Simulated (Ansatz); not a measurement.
## Frequency calculation of CH7AlO

CH7AlO, computed with RKS PBE0-D4/6-31G* (Ansatz 0.2.0).

It belongs to a series of runs on one base structure; here: vibrations at the highest image of the band. Figures and captions count atoms from 1; the log counts them from 0 in places.

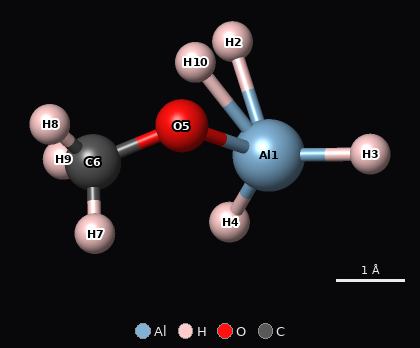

Figure 1. The structure as given in the input (ball-and-stick view, seen at a tilt; atoms are numbered from 1 in the order of the input). Sticks mark near contacts. Bond lengths as drawn: Al–H 1.59 to 1.80 Å, Al–O 1.87 Å, C–H 1.09 to 1.10 Å and C–O 1.42 Å.

### Key numbers

| quantity | value |
| --- | --- |
| outcome | converged |
| total energy | −9786.5879 eV |
| mean-field energy | −9786.4678 eV |
| largest force (length of the vector) | 0.022 eV/Å |
| hardware | 1 thread of Intel Xeon @ 2.90GHz (Ice Lake), 192 GiB of memory available, shared host |
| wall time | 1.8 min |
| peak memory | 0.14 GiB |

### Input file
```yaml
crystal:
  periodic: [false, false, false]
  atoms:
    - { symbol: Al, position_ang: [0.147479, -0.270723, -0.20632] }
    - { symbol: H, position_ang: [-0.630773, -0.07401, 1.402254] }
    - { symbol: H, position_ang: [1.49754, 0.558863, -0.251448] }
    - { symbol: H, position_ang: [-0.978947, -0.275535, -1.329952] }
    - { symbol: O, position_ang: [0.29039, -1.926394, 0.652863] }
    - { symbol: C, position_ang: [-0.507036, -3.037593, 0.281406] }
    - { symbol: H, position_ang: [-0.145452, -3.447636, -0.667675] }
    - { symbol: H, position_ang: [-0.428283, -3.810367, 1.052171] }
    - { symbol: H, position_ang: [-1.563, -2.759191, 0.159609] }
    - { symbol: H, position_ang: [-0.316219, -1.055516, 1.35159] }
basis:
  gaussian: { orbitals: "6-31G*" }
hamiltonian:
  xc: pbe0
  dispersion: d4
phonons: {}
```

Command:
```bash
ansatz run input.yaml --threads 1 --pin off --max-ram 2048MiB --backend cpu --events-out ev --progress --plain --runs-dir out
```

### What the program printed
```
Engine: ansatz 0.2.0, x86_64-unknown-linux-gnu
Functional definition: PBE0
  parameter a = 0.25
  parameter kappa = 0.804
  parameter beta = 0.06672455060314922
  exchange = (1 - a)*pbe_x(kappa = kappa, mu = beta*pi^2/3) + a*exact_x
  correlation = pbe_c(beta = beta)
713 factors; integrals over basis functions are off by at most 4.6e-4 eV
mean field evaluation 1: about -9783.3073 eV, gradient 4.0e1 eV
mean field evaluation 2: about -9778.3202 eV, gradient 6.5e1 eV
mean field evaluation 4: about -9786.4430 eV, gradient 2.4e0 eV
mean field evaluation 8: about -9786.4678 eV, gradient 2.4e-2 eV
mean field -9786.46775436 eV, -359.6460564667 hartree, gradient 2.1e-5 eV, S^2 0.000000; 0 other end points of the search recorded, 0 dependent functions left out
the calculation of the forces begins
reference -9786.46778543 eV, -359.6460576083 hartree; 17, 17 occupied and 46, 46 virtual orbitals, 713 factors
these checks for a lower state are left out or cut short: stability, starts, cluster_reference, orbital_swaps, neighbouring_geometries, increment
713 factors; integrals over basis functions are off by at most 4.6e-4 eV
mean field evaluation 16: about -9786.4677 eV, gradient 6.5e-2 eV
mean field -9786.46768003 eV, -359.6460537349 hartree, gradient 1.1e-6 eV, S^2 0.000000; 0 other end points of the search recorded, 0 dependent functions left out
[... from here on the field's lines of each further geometry are left out, up to the last ...]
the calculation of the forces begins
reference -9786.46775545 eV, -359.6460565068 hartree; 17, 17 occupied and 46, 46 virtual orbitals, 713 factors
these checks for a lower state are left out or cut short: stability, starts, cluster_reference, orbital_swaps, neighbouring_geometries, increment
713 factors; integrals over basis functions are off by at most 4.6e-4 eV
mean field -9786.46772779 eV, -359.6460554903 hartree, gradient 2.8e-6 eV, S^2 0.000000; 0 other end points of the search recorded, 0 dependent functions left out
the calculation of the forces begins
reference -9786.46775886 eV, -359.6460566319 hartree; 17, 17 occupied and 46, 46 virtual orbitals, 713 factors
WARN: phonons: modes at or below zero, which the zero-point energy, F, S and C_V leave out: 1, the lowest at -1298.19 cm⁻¹. A minimum has none, and a first-order saddle one
Total energy: -9786.58789504 eV, -359.6504715550 hartree
Atom 0 at     0.147479    -0.270723    -0.206320 Å, force     0.001042     0.001726    -0.001639 eV/Å
Atom 1 at    -0.630773    -0.074010     1.402254 Å, force    -0.003388    -0.001565     0.001702 eV/Å
Atom 2 at     1.497540     0.558863    -0.251448 Å, force    -0.001718    -0.000430    -0.001334 eV/Å
Atom 3 at    -0.978947    -0.275535    -1.329952 Å, force     0.002201    -0.001484    -0.000481 eV/Å
Atom 4 at     0.290390    -1.926394     0.652863 Å, force     0.015612     0.004079     0.010341 eV/Å
Atom 5 at    -0.507036    -3.037593     0.281406 Å, force    -0.013748    -0.016222    -0.005740 eV/Å
Atom 6 at    -0.145452    -3.447636    -0.667675 Å, force    -0.002930     0.002400    -0.001166 eV/Å
Atom 7 at    -0.428283    -3.810367     1.052171 Å, force     0.001689     0.003858    -0.004566 eV/Å
Atom 8 at    -1.563000    -2.759191     0.159609 Å, force     0.002308    -0.001178     0.002218 eV/Å
Atom 9 at    -0.316219    -1.055516     1.351590 Å, force    -0.001070     0.008817     0.000663 eV/Å
Dipole moment:    -0.201106    -0.355257     0.001577 e Å
Vibrations: -1298.19 106.33 164.51 206.03 478.06 566.35 616.79 738.62 744.92 997.59 1108.70 1180.44 1205.72 1389.51 1507.12 1520.46 1532.37 1717.60 1889.67 1944.03 1968.62 3048.95 3128.26 3156.80 cm⁻¹, zero-point energy 1.916639 eV
```

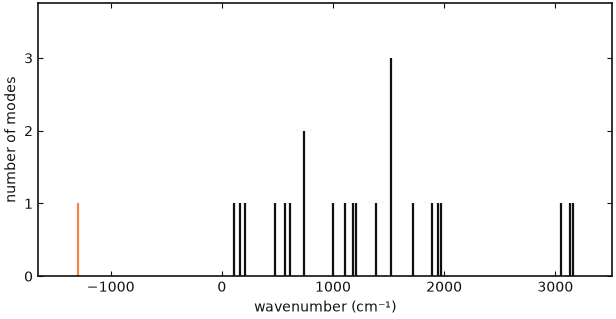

Figure 2. Harmonic vibrational wavenumbers from the force constants; neighbouring modes closer than 20 cm⁻¹ are counted in one stick, and imaginary ones are drawn at negative wavenumbers. 24 modes from 1298i to 3157 cm⁻¹, 1 imaginary beyond 8i (1298i cm⁻¹): a first-order saddle point, if the geometry is stationary.
